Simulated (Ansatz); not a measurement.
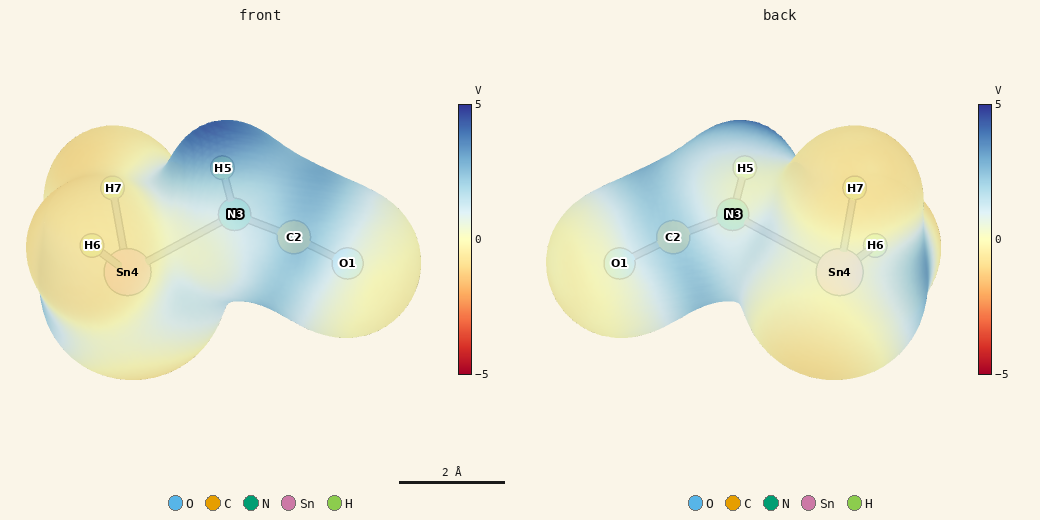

CH₃NOSn. The electrostatic potential painted on the density surface at 0.004 e/bohr³, seen from the front and from behind; red is negative and blue positive.

Geometry: PBE0-D4/def2-TZVP; core potentials replace the inner electrons of Sn.

These are results of RKS PBE0-D4/def2-TZVPP (Ansatz), not measurements.

```xyz
7

O    -0.0629   -2.6291    1.0975
C     0.2203   -1.5752    0.7312
N     0.4024   -0.4478    0.3020
Sn   -1.2677    1.0253   -0.8478
H     1.2926    0.0223    0.3753
H    -0.6097    2.2454    0.2642
H     0.0861    1.2911   -1.9680
```

Describe the electrostatic potential map.

The most negative region (about −0.9 V) lies over H6 and H7, the most positive (about +4.2 V) over H5.
